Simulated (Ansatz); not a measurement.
## Geometry relaxation of AlH₂ClF₂ (part 1 of 2)

AlH₂ClF₂, computed with RKS B3LYP-D4/def2-SVP (Ansatz 0.2.0).

It belongs to a series of runs on one base structure; here: end point A relaxed. Figures and captions count atoms from 1; the log counts them from 0 in places.

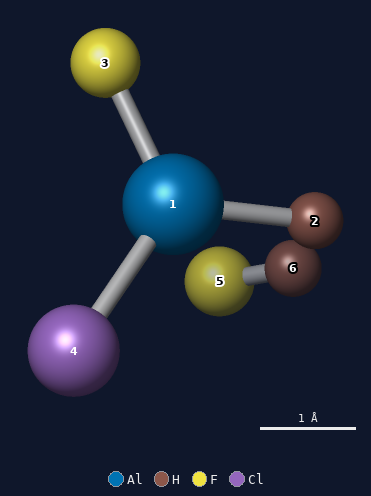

**Figure 1.** The input geometry (ball-and-stick view, seen at a tilt; atoms are numbered from 1 in the order of the input). Sticks mark near contacts.

**Input**
```yaml
crystal:
  periodic: [false, false, false]
  atoms:
    - { symbol: Al, position_ang: [-0.060078, 0.219097, -0.094095] }
    - { symbol: H, position_ang: [-0.088855, 0.228112, 1.470114] }
    - { symbol: F, position_ang: [1.408407, 0.192642, -0.864717] }
    - { symbol: Cl, position_ang: [-1.804199, 0.416944, -1.21843] }
    - { symbol: F, position_ang: [-0.170768, -2.329161, 1.233893] }
    - { symbol: H, position_ang: [-0.143808, -1.602434, 1.815236] }
basis:
  gaussian: { orbitals: def2-SVP }
hamiltonian:
  xc: b3lyp
  dispersion: d4
relax:
  f_tol: 0.03
  max_steps: 50
output:
  orbitals: {}
```

Launched with:
```bash
ansatz run input.yaml --threads 1 --pin off --max-ram 2048MiB --backend cpu --events-out ev --progress --plain --runs-dir out
```

**Log**
```
The last accepted step is kept in [file] (removed where the run ends without a failure and the disk answers)
Engine: ansatz 0.2.0, aarch64-unknown-linux-gnu
Functional definition: B3LYP
  parameter a0 = 0.2
  parameter ax = 0.72
  parameter ac = 0.81
  exchange = (1 - a0 - ax)*slater_x + ax*b88_x + a0*exact_x
  correlation = (1 - ac)*vwn_rpa_c + ac*lyp_c
725 factors; integrals over basis functions are off by at most 6.0e-4 eV
mean field evaluation 1: about -24576.7916 eV, gradient 4.6e1 eV
mean field evaluation 2: about -24570.1888 eV, gradient 8.1e1 eV
mean field evaluation 4: about -24580.2379 eV, gradient 2.6e0 eV
mean field evaluation 8: about -24580.2603 eV, gradient 1.3e-1 eV
mean field evaluation 16: about -24580.2604 eV, gradient 1.8e-5 eV
mean field -24580.26035146 eV, -903.3079068174 hartree, gradient 1.8e-5 eV, S^2 0.000000; 0 other end points of the search recorded, 0 dependent functions left out
the calculation of the forces begins
reference -24580.26057438 eV, -903.3079150095 hartree; 25, 25 occupied and 49, 49 virtual orbitals, 725 factors
relax step   1: F+E_penalty+E_count = -24580.40782520 eV  Δ(F+E_penalty+E_count) = +0.000e0 eV  max|allowed force component| = 3.510e-1 eV/Å  Δτ_max = 0.0000 Å  (25 SCF iters, accepted)
these checks for a lower state are left out or cut short: starts, cluster_reference, orbital_swaps, neighbouring_geometries, increment
725 factors; integrals over basis functions are off by at most 6.0e-4 eV
mean field -24580.34665913 eV, -903.3110785656 hartree, gradient 2.6e-5 eV, S^2 0.000000; 0 other end points of the search recorded, 0 dependent functions left out
the calculation of the forces begins
reference -24580.34688319 eV, -903.3110867998 hartree; 25, 25 occupied and 49, 49 virtual orbitals, 725 factors
relax step   2: F+E_penalty+E_count = -24580.49637628 eV  Δ(F+E_penalty+E_count) = -8.855e-2 eV  max|allowed force component| = 1.284e0 eV/Å  Δτ_max = 0.1981 Å  (27 SCF iters, accepted)
these checks for a lower state are left out or cut short: starts, cluster_reference, orbital_swaps, neighbouring_geometries, increment
725 factors; integrals over basis functions are off by at most 5.9e-4 eV
mean field -24580.51294750 eV, -903.3171895507 hartree, gradient 1.3e-5 eV, S^2 0.000000; 0 other end points of the search recorded, 0 dependent functions left out
the calculation of the forces begins
reference -24580.51317340 eV, -903.3171978522 hartree; 25, 25 occupied and 49, 49 virtual orbitals, 725 factors
relax step   3: F+E_penalty+E_count = -24580.66698196 eV  Δ(F+E_penalty+E_count) = -1.706e-1 eV  max|allowed force component| = 1.310e0 eV/Å  Δτ_max = 0.1954 Å  (27 SCF iters, accepted)
these checks for a lower state are left out or cut short: starts, cluster_reference, orbital_swaps, neighbouring_geometries, increment
725 factors; integrals over basis functions are off by at most 5.8e-4 eV
mean field evaluation 32: about -24580.6311 eV, gradient 1.9e-1 eV
mean field -24580.64157749 eV, -903.3219166156 hartree, gradient 1.2e-5 eV, S^2 0.000000; 0 other end points of the search recorded, 0 dependent functions left out
the calculation of the forces begins
reference -24580.64180362 eV, -903.3219249255 hartree; 25, 25 occupied and 49, 49 virtual orbitals, 725 factors
relax step   4: F+E_penalty+E_count = -24580.80138685 eV  Δ(F+E_penalty+E_count) = -1.344e-1 eV  max|allowed force component| = 4.587e-1 eV/Å  Δτ_max = 0.1949 Å  (28 SCF iters, accepted)
these checks for a lower state are left out or cut short: starts, cluster_reference, orbital_swaps, neighbouring_geometries, increment
725 factors; integrals over basis functions are off by at most 5.5e-4 eV
mean field -24580.42667513 eV, -903.3140190996 hartree, gradient 9.9e-6 eV, S^2 0.000000; 0 other end points of the search recorded, 0 dependent functions left out
the calculation of the forces begins
reference -24580.42689849 eV, -903.3140273078 hartree; 25, 25 occupied and 49, 49 virtual orbitals, 725 factors
relax step   5: F+E_penalty+E_count = -24580.58712859 eV  Δ(F+E_penalty+E_count) = +2.143e-1 eV  max|allowed force component| = 2.017e0 eV/Å  Δτ_max = 0.1756 Å  (28 SCF iters, rejected (line search))
these checks for a lower state are left out or cut short: starts, cluster_reference, orbital_swaps, neighbouring_geometries, increment
725 factors; integrals over basis functions are off by at most 5.5e-4 eV
mean field -24580.65942624 eV, -903.3225725449 hartree, gradient 6.0e-6 eV, S^2 0.000000; 0 other end points of the search recorded, 0 dependent functions left out
the calculation of the forces begins
reference -24580.65965226 eV, -903.3225808509 hartree; 25, 25 occupied and 49, 49 virtual orbitals, 725 factors
relax step   6: F+E_penalty+E_count = -24580.81991940 eV  Δ(F+E_penalty+E_count) = -1.853e-2 eV  max|allowed force component| = 1.826e-1 eV/Å  Δτ_max = 0.0856 Å  (27 SCF iters, accepted)
these checks for a lower state are left out or cut short: starts, cluster_reference, orbital_swaps, neighbouring_geometries, increment
725 factors; integrals over basis functions are off by at most 5.3e-4 eV
mean field -24580.66838128 eV, -903.3229016364 hartree, gradient 4.5e-6 eV, S^2 0.000000; 0 other end points of the search recorded, 0 dependent functions left out
the calculation of the forces begins
reference -24580.66860655 eV, -903.3229099152 hartree; 25, 25 occupied and 49, 49 virtual orbitals, 725 factors
relax step   7: F+E_penalty+E_count = -24580.82903593 eV  Δ(F+E_penalty+E_count) = -9.117e-3 eV  max|allowed force component| = 1.113e-1 eV/Å  Δτ_max = 0.0387 Å  (27 SCF iters, accepted)
these checks for a lower state are left out or cut short: starts, cluster_reference, orbital_swaps, neighbouring_geometries, increment
725 factors; integrals over basis functions are off by at most 5.2e-4 eV
mean field evaluation 64: about -24580.6746 eV, gradient 5.1e-6 eV
mean field -24580.67456079 eV, -903.3231287294 hartree, gradient 5.0e-6 eV, S^2 0.000000; 0 other end points of the search recorded, 0 dependent functions left out
the calculation of the forces begins
reference -24580.67478619 eV, -903.3231370125 hartree; 25, 25 occupied and 49, 49 virtual orbitals, 725 factors
relax step   8: F+E_penalty+E_count = -24580.83509330 eV  Δ(F+E_penalty+E_count) = -6.057e-3 eV  max|allowed force component| = 1.421e-1 eV/Å  Δτ_max = 0.0572 Å  (27 SCF iters, accepted)
these checks for a lower state are left out or cut short: starts, cluster_reference, orbital_swaps, neighbouring_geometries, increment
725 factors; integrals over basis functions are off by at most 5.3e-4 eV
mean field -24580.67821488 eV, -903.3232630146 hartree, gradient 1.1e-5 eV, S^2 0.000000; 0 other end points of the search recorded, 0 dependent functions left out
the calculation of the forces begins
reference -24580.67844105 eV, -903.3232713263 hartree; 25, 25 occupied and 49, 49 virtual orbitals, 725 factors
relax step   9: F+E_penalty+E_count = -24580.83832647 eV  Δ(F+E_penalty+E_count) = -3.233e-3 eV  max|allowed force component| = 5.963e-1 eV/Å  Δτ_max = 0.1229 Å  (28 SCF iters, accepted)
these checks for a lower state are left out or cut short: starts, cluster_reference, orbital_swaps, neighbouring_geometries, increment
725 factors; integrals over basis functions are off by at most 6.2e-4 eV
mean field -24580.66184312 eV, -903.3226613638 hartree, gradient 5.6e-6 eV, S^2 0.000000; 0 other end points of the search recorded, 0 dependent functions left out
the calculation of the forces begins
reference -24580.66207076 eV, -903.3226697292 hartree; 25, 25 occupied and 49, 49 virtual orbitals, 725 factors
relax step  10: F+E_penalty+E_count = -24580.82237381 eV  Δ(F+E_penalty+E_count) = +1.595e-2 eV  max|allowed force component| = 5.583e-1 eV/Å  Δτ_max = 0.0476 Å  (28 SCF iters, rejected (line search))
these checks for a lower state are left out or cut short: starts, cluster_reference, orbital_swaps, neighbouring_geometries, increment
725 factors; integrals over basis functions are off by at most 5.3e-4 eV
mean field -24580.68227391 eV, -903.3234121814 hartree, gradient 6.1e-6 eV, S^2 0.000000; 0 other end points of the search recorded, 0 dependent functions left out
the calculation of the forces begins
reference -24580.68250037 eV, -903.3234205037 hartree; 25, 25 occupied and 49, 49 virtual orbitals, 725 factors
relax step  11: F+E_penalty+E_count = -24580.84260466 eV  Δ(F+E_penalty+E_count) = -4.278e-3 eV  max|allowed force component| = 2.395e-2 eV/Å  Δτ_max = 0.0109 Å  (28 SCF iters, accepted)
725 factors; integrals over basis functions are off by at most 5.3e-4 eV
mean field evaluation 96: about -24580.6822 eV, gradient 1.3e-1 eV
```

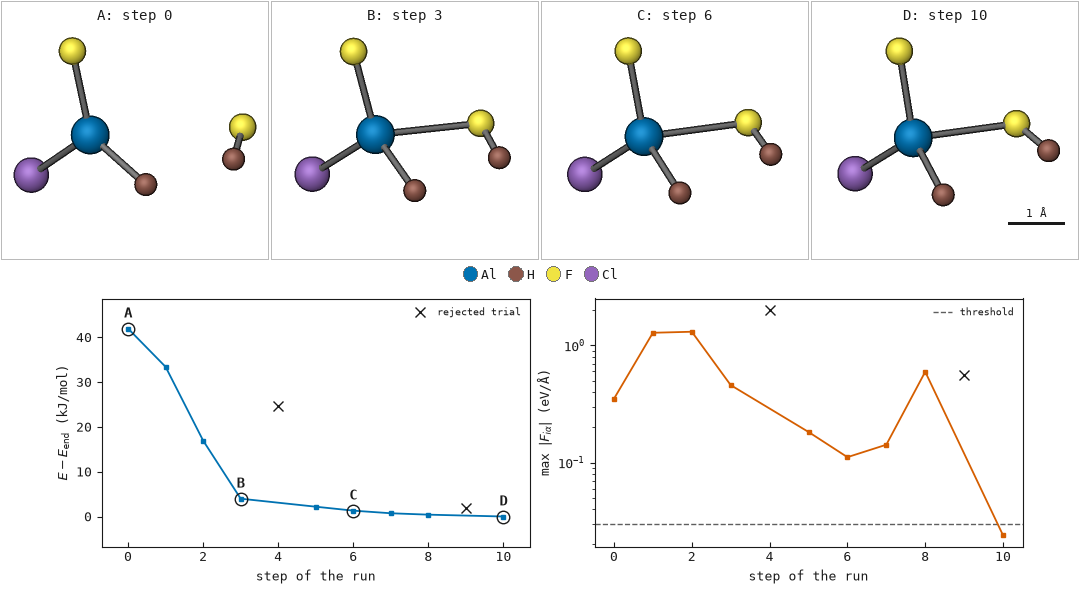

**Figure 2.** Frames of the relaxation (ball-and-stick view, seen at a tilt) above the curves, on which the letters mark them (the first geometry is step 0 here and step 1 in the log).

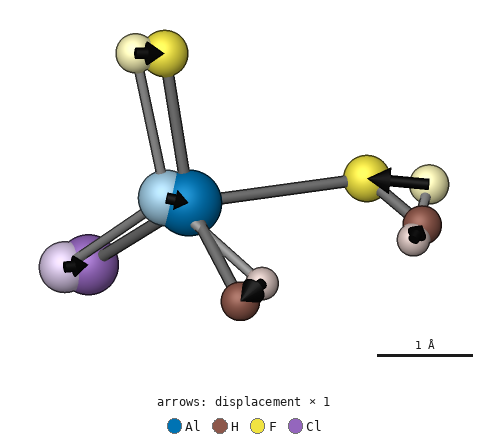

**Figure 3.** Start (faint) and end (solid) with the displacements as black arrows, at true length (ball-and-stick view, seen at a tilt). The two geometries are laid on each other by the best rigid fit. The energy falls by 41.9 kJ/mol in 10 geometry steps. Largest force component: 0.35 eV/Å at the start, 0.024 eV/Å at the end. The line search rejected the trial steps at points 4, 9 (counted from 0) and went back. The atom that moves furthest after the best rigid fit is F5 (0.66 Å). By element the largest moves are F 0.66 Å, H 0.40 Å, Cl 0.26 Å, Al 0.24 Å. Among the contacts that change: Al1–F5 2.876 → 2.032 Å, Al1–Cl4 2.085 → 2.108 Å, Al1–H2 1.564 → 1.579 Å, Al1–F3 1.659 → 1.669 Å. New bonds form: Al1–F5 (2.88 → 2.03 Å). Among the angles that change: F3–Al1–Cl4 119.5° → 117.1°. (Atoms are counted from 1 in the order of the input.)
